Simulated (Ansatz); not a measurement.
SiH4···AsH3 (SMILES [SiH4].[AsH3])

```
atom    x (Å)    y (Å)    z (Å)
  Si   0.0398   0.1534  -1.9875
   H   1.3543  -0.3250  -1.4909
   H  -0.1940   1.5468  -1.5342
   H  -1.0394  -0.7297  -1.4775
   H   0.0369   0.1143  -3.4740
  As  -0.0096   0.0108   1.8937
   H  -1.2754  -0.5698   2.5051
   H   0.8520  -1.1048   2.4649
   H   0.2354   0.9040   3.1003
```

Geometry: PBE0-D4/def2-TZVP.

Computed with RKS PBE0-D4/def2-TZVPPD in Ansatz.

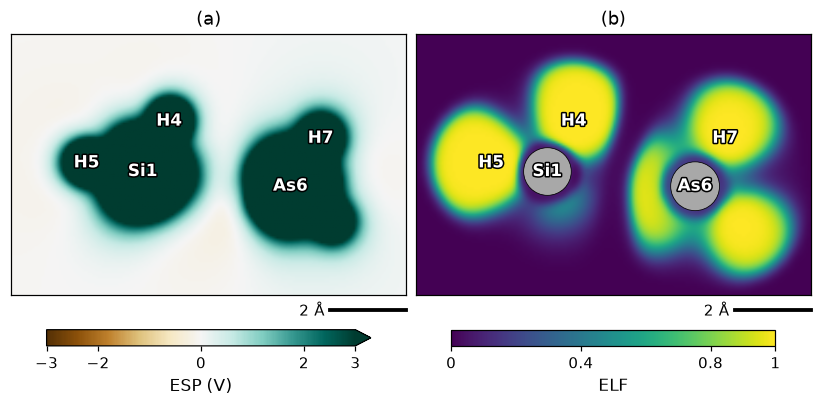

Figure 1. (a) molecular electrostatic potential; (b) ELF on the plane of atoms H4, Si1 and H5. Grey discs cover the atomic cores in the ELF map.

Question: What does the map show?

Answer:
- The section cuts through Si, H and As sites.
- Si1···As6 (3.88 Å): the ELF dips to about 0 between them (a non-bonded, intermolecular contact).
- Si–H (1.48 Å): the ELF climbs to about 1 towards the hydrogen, as it does in any bond to H.
- As–H (1.52 Å): the ELF climbs to about 1 towards the hydrogen.
- The potential has no marked negative region in this plane.

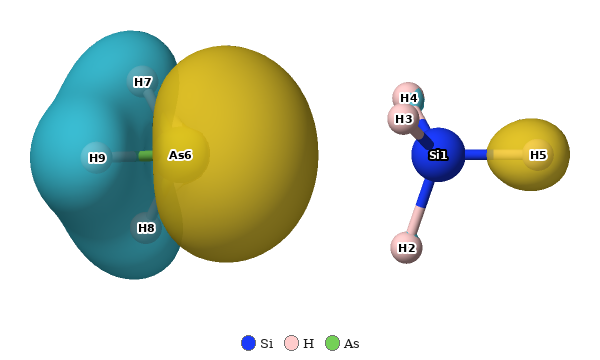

Figure 2. The HOMO at ±0.08 Å⁻³ᐟ² (yellow and cyan are the two phases), seen across its widest extent.

Question: Where does this orbital lie, and at what energy?

Answer: Its weight (Hirshfeld) is mainly on As6 (about 75 %), H9 (about 5 %), H8 (about 5 %) and H7 (about 5 %); largely a lone pair of As6. Its energy is −7.85 eV.

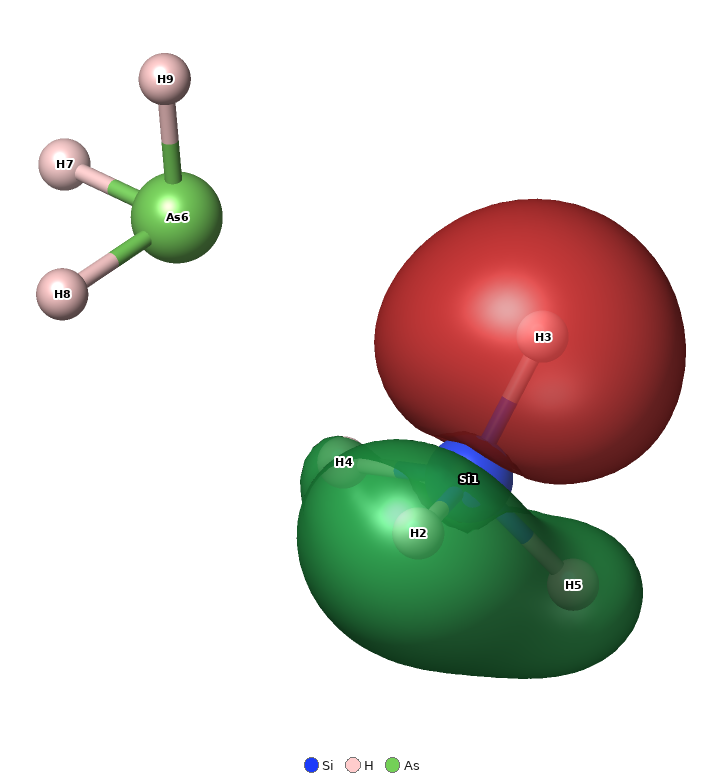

Figure 3. The HOMO−1 at ±0.08 Å⁻³ᐟ² (green and red are the two phases), seen at an oblique angle.

Question: Describe this orbital and give its energy.

Answer: It lies mainly on Si1 (about 45 %), H3 (about 35 %) and H2 (about 10 %). Its energy is −9.73 eV.
